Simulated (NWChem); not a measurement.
**One shape, several levels: SiNH4Se (SMILES N[SiH][SeH])**

Aim: a comparison of 4 runs (UHF/STO-3G, UHF/3-21G, UB3LYP/6-31G*) of SiNH4Se. 

Program for the calculation: NWChem 7.3.0.

**1. Starting point**

The species is SiNH4Se (7 atoms), meant as a doublet with charge 0. As SMILES, `N[SiH][SeH]`. The shape comes from GFN2-xTB, which is rough for such elements, and wasn't checked as a minimum. This is one conformer, not always the lowest.

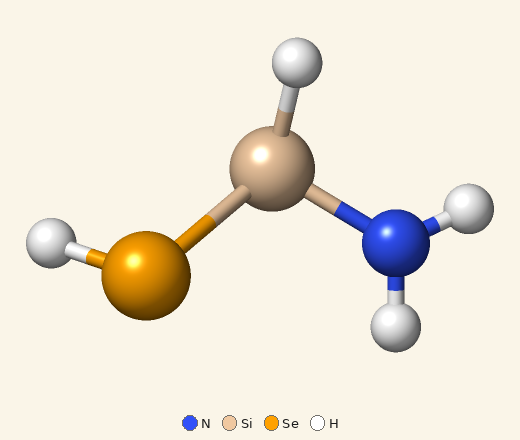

Viewed from a chosen angle; nitrogen blue, silicon light orange, selenium orange, hydrogen white.

**2. Energy and gradient at UHF/STO-3G (run 1)**

Input file m1.nw:

```
START m1
TITLE "H4NSeSi hf"
memory stack 880 mb heap 220 mb global 1100 mb

GEOMETRY units angstrom noautosym nocenter noautoz
N     -1.061410     0.461570    -0.627200
Si     0.067750     0.234880     0.651650
Se     1.610590    -1.250310    -0.215820
H     -1.411460    -0.335320    -1.136200
H     -1.754620     1.188480    -0.576880
H      0.663280     1.560460     0.843840
H      1.885870    -1.859760     1.060600
END

BASIS spherical bse
* library STO-3G
END

SCF
doublet
uhf
thresh 1e-08
maxiter 80
END

TASK scf gradient
```

Command:

```console
$ nwchem m1.nw > m1.out
```

Standard output:

```text
[...]
  functions       =    36
[...]
  wavefunction    = UHF
[...]
         Total SCF energy =  -2715.215558860181
      One electron energy =  -4262.632548791630
      Two electron energy =   1316.274380847697
 Nuclear repulsion energy =    231.142609083752
                       Sz =      0.5000
                 Sz(Sz+1) =      0.7500
                      S^2 =      0.7533
[...]
                         UHF ENERGY GRADIENTS
    atom               coordinates                        gradient
                 x          y          z           x          y          z
   1 N      -2.005774   0.872241  -1.185236   -0.014891   0.001329  -0.003047
   2 Si      0.128029   0.443859   1.231440   -0.012361  -0.007021   0.006003
   3 Se      3.043574  -2.362743  -0.407841    0.006553  -0.007194  -0.009680
   4 H      -2.667273  -0.633663  -2.147107    0.006584   0.007311   0.003503
   5 H      -3.315751   2.245902  -1.090145    0.009978  -0.008920  -0.000325
   6 H       1.253417   2.948842   1.594626    0.005200   0.014250   0.000385
   7 H       3.563778  -3.514437   2.004243   -0.001063   0.000244   0.003161
[...]
```

Wall time 4.5 s (1 thread of AMD EPYC 7R13 (Zen 3), shared host); peak memory 0.1 GiB.

**3. Energy and gradient at UHF/3-21G (run 2)**

Input file h4nsesi.nw:

```
START h4nsesi
TITLE "H4NSeSi gradient"
memory stack 880 mb heap 220 mb global 1100 mb

GEOMETRY noautosym nocenter noautoz
   N     -1.061410     0.461570    -0.627200
   Si     0.067750     0.234880     0.651650
   Se     1.610590    -1.250310    -0.215820
   H     -1.411460    -0.335320    -1.136200
   H     -1.754620     1.188480    -0.576880
   H      0.663280     1.560460     0.843840
   H      1.885870    -1.859760     1.060600
END

BASIS spherical bse
   * library 3-21G
END

SCF
   doublet
   uhf
   thresh 1e-08
   maxiter 80
END

TASK scf gradient
```

Command:

```console
$ nwchem h4nsesi.nw > h4nsesi.out
```

Standard output:

```text
[...]
  functions       =    52
[...]
  wavefunction    = UHF
[...]
         Total SCF energy =  -2732.337698552502
      One electron energy =  -4268.275379475249
      Two electron energy =   1304.795071838995
 Nuclear repulsion energy =    231.142609083752
                       Sz =      0.5000
                 Sz(Sz+1) =      0.7500
                      S^2 =      0.7557
[...]
                         UHF ENERGY GRADIENTS
    atom               coordinates                        gradient
                 x          y          z           x          y          z
   1 N      -2.005774   0.872241  -1.185236    0.026936   0.008662   0.005903
   2 Si      0.128029   0.443859   1.231440    0.001988  -0.009834  -0.008441
   3 Se      3.043574  -2.362743  -0.407841   -0.011593   0.008874   0.013406
   4 H      -2.667273  -0.633663  -2.147107   -0.002896  -0.004023   0.001046
   5 H      -3.315751   2.245902  -1.090145   -0.004871  -0.003088   0.004408
   6 H       1.253417   2.948842   1.594626   -0.004573  -0.008429  -0.007434
   7 H       3.563778  -3.514437   2.004243   -0.004990   0.007839  -0.008888
[...]
```

Run time: 5.4 s. Hardware: 1 thread of AMD EPYC 7R13 (Zen 3), shared host; peak memory 0.099 GiB.

Run 3 isn't shown in full; the table further down has it.

**4. Energy and gradient at UB3LYP/6-31G(d) (Cartesian functions) (run 4)**

Input file mymol.nw:

```
start mymol
memory 2200 mb
charge 0

geometry units angstrom noautosym nocenter noautoz
N     -1.061410     0.461570    -0.627200
Si     0.067750     0.234880     0.651650
Se     1.610590    -1.250310    -0.215820
H     -1.411460    -0.335320    -1.136200
H     -1.754620     1.188480    -0.576880
H      0.663280     1.560460     0.843840
H      1.885870    -1.859760     1.060600
end

basis
* library 6-31G*
end

dft
xc b3lyp
mult 2
grid xfine
convergence energy 1e-08
iterations 100
mulliken
noprint "final vectors analysis"
end

task dft gradient
```

Command:

```console
$ nwchem mymol.nw > mymol.out
```

Standard output:

```text
[...]
          Wavefunction type:  spin polarized.
          No. of atoms     :     7
          No. of electrons :    59
[...]
          Charge           :     0
          Spin multiplicity:     2
[...]
          AO basis - number of functions:    77
[...]
              XC Information
              --------------
                         B3LYP Method XC Potential
                     Hartree-Fock (Exact) Exchange  0.200
                        Slater Exchange Functional  0.800 local
                    Becke 1988 Exchange Functional  0.720 non-local
              Lee-Yang-Parr Correlation Functional  0.810
                  VWN I RPA Correlation Functional  0.190 local
[...]
 d= 0,ls=0.0,diis     1  -2747.8913730613 -2.98D+03  7.51D-03  3.83D-01     3.8
[...]
 d= 0,ls=0.0,diis    11  -2747.9465940668 -4.67D-09  5.03D-07  9.62D-10    36.1
[...]
         Total DFT energy =    -2747.946594066846
      One electron energy =    -4282.062100589228
           Coulomb energy =     1419.480351230198
    Exchange-Corr. energy =     -116.507453791569
 Nuclear repulsion energy =      231.142609083752
[...]
      Total Density - Mulliken Population Analysis
     ---------------------------------------------
    Atom       Charge   Shell Charges
 -----------   ------   -------------------------------------------------------
    1 N    7     7.83   1.99  0.78  2.54  0.83  1.66  0.03
    2 Si  14    13.59   2.00  1.99  5.96  1.10  1.68  0.32  0.42  0.13
    3 Se  34    34.31   2.00  1.99  6.00  1.93  5.99  1.55  3.24  0.36  1.11  6.99  2.96  0.20
    4 H    1     0.66   0.50  0.16
    5 H    1     0.66   0.50  0.16
    6 H    1     1.06   0.51  0.55
    7 H    1     0.89   0.49  0.40
[...]
      <S2> =      0.7525 (Exact =     0.7500)
[...]
  wavefunction    = open shell
                         DFT ENERGY GRADIENTS
    atom               coordinates                        gradient
                 x          y          z           x          y          z
   1 N      -2.005774   0.872241  -1.185236    0.001342   0.002221   0.005484
   2 Si      0.128029   0.443859   1.231440   -0.000786   0.009915  -0.005158
   3 Se      3.043574  -2.362743  -0.407841    0.000553  -0.005508   0.017504
   4 H      -2.667273  -0.633663  -2.147107    0.002592   0.004586   0.001332
   5 H      -3.315751   2.245902  -1.090145    0.003699  -0.007164   0.000577
   6 H       1.253417   2.948842   1.594626   -0.004221  -0.012022  -0.003770
   7 H       3.563778  -3.514437   2.004243   -0.003180   0.007971  -0.015969
[...]
```

It took 48 s on 1 thread of AMD EPYC 7R13 (Zen 3), shared host; peak memory 0.14 GiB.

**5. All runs side by side**

| run | level | iteration cap | module | energy (Eh) | dipole moment (D) | HOMO energy (eV) | LUMO energy (eV) | wall time |
| --- | --- | --- | --- | --- | --- | --- | --- | --- |
| 1 | UHF/STO-3G | 80 | scf | -2715.215559 | 3.39 | -5.72 | 5.10 | 4.5 s |
| 2 | UHF/3-21G | 80 | scf | -2732.337699 | 3.03 | -8.08 | 1.09 | 5.4 s |
| 3 | UB3LYP/6-31G* (spherical functions) | 100 | dft | -2747.936342 | 2.33 | -5.11 | -2.44 | 46 s |
| 4 | UB3LYP/6-31G* (Cartesian functions) | 100 | dft | -2747.946594 | 2.32 | – | – | 48 s |

**6. Results**

```
                       quantity           value
            run 4: total energy  -2747.94659 Eh
           run 4: dipole moment          2.32 D
                    run 4: ⟨S²⟩           0.752
run 4: largest force on an atom      0.944 eV/Å
```

In words: The dipole moment (its size) runs from 2.32 D (UB3LYP/6-31G*) to 3.39 D (UHF/STO-3G). The two ends differ in method and basis. In run 1 the basis is minimal, so the values are rough. All runs together took 1.7 min, the longest 48 s.
